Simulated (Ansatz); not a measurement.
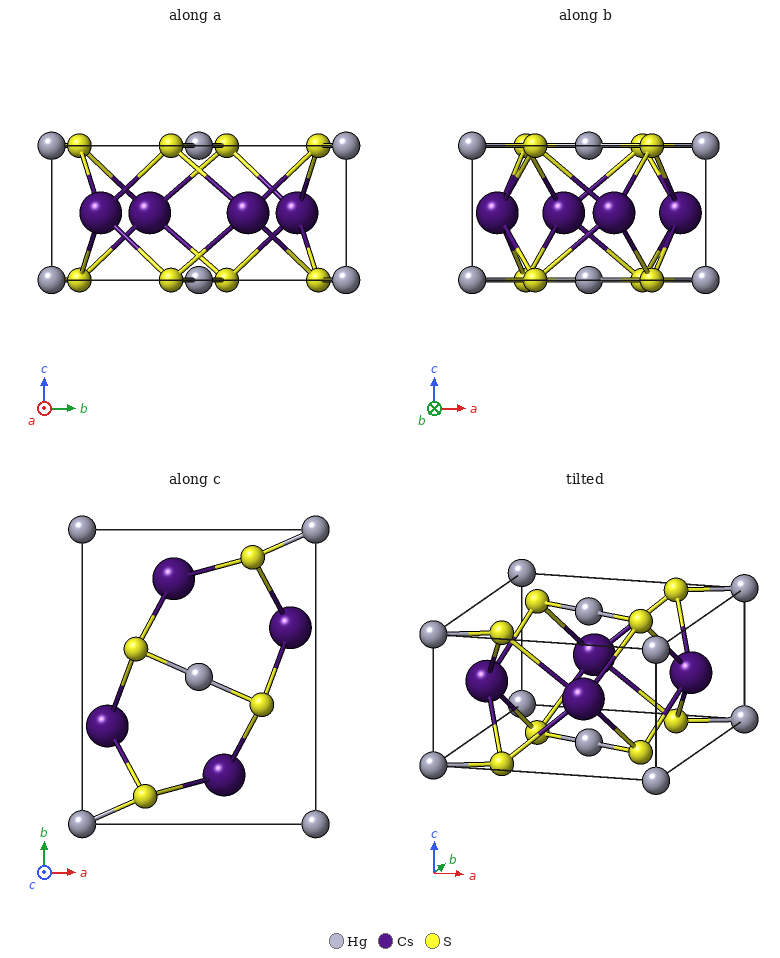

A ball-and-stick rendering, viewed along the a axis, along the b axis, along the c axis and slightly off an axis. Atoms at the boundary of the conventional unit cell (the box) are drawn once for each face, edge or corner they touch.

Lattice parameters: a = 7.9283 Å, b = 10.0063 Å, c = 4.5635 Å, α = 90.000°, β = 90.000°, γ = 90.000°.

Transcribe the picture into a CIF in P1 with every atom of the cell, with free fractional coordinates to two decimals.

Answer.
```cif
data_structure
_symmetry_space_group_name_H-M 'P 1'
_symmetry_Int_Tables_number 1
_cell_length_a 7.9283
_cell_length_b 10.0063
_cell_length_c 4.5635
_cell_angle_alpha 90.000
_cell_angle_beta 90.000
_cell_angle_gamma 90.000
_cell_volume 362.04
loop_
_atom_site_label
_atom_site_type_symbol
_atom_site_fract_x
_atom_site_fract_y
_atom_site_fract_z
_atom_site_occupancy
Hg1 Hg 0.50 0.50 0.00 1
Hg2 Hg 0.00 0.00 0.00 1
Cs1 Cs 0.39 0.83 0.50 1
Cs2 Cs 0.61 0.17 0.50 1
Cs3 Cs 0.89 0.67 0.50 1
Cs4 Cs 0.11 0.33 0.50 1
S1 S 0.23 0.59 0.00 1
S2 S 0.77 0.41 0.00 1
S3 S 0.73 0.91 0.00 1
S4 S 0.27 0.09 0.00 1
```

Shown is a generated cell, made by putting these elements into a known structure type (the compound may or may not exist in this form), as it stood before any relaxation. Ansatz was used for an electronic-structure calculation on it.
